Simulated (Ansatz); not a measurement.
The starting structures come from a database of crystals and need not be the phases stable at ambient conditions.

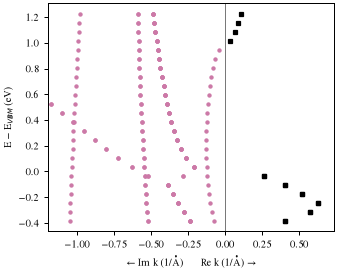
Complex bands at the centre of the two-dimensional zone; PBEsol run with Ansatz (an electronic-structure program)

No gap correction and no spin-orbit coupling; mid-gap is the computed energy nearest the middle.

Question: This is ZnSnO3 (R3c, 10 atoms a cell, 11.8 Å³ an atom, -7 GPa at this level) along the normal of (001). Read off the slowest decay at the centre of the two-dimensional zone at 0.53 eV, the computed energy nearest the middle of the gap.

Answer: κ ≈ 0.12 1/Å, a decay length 1/(2κ) of the density of 4.3 Å.
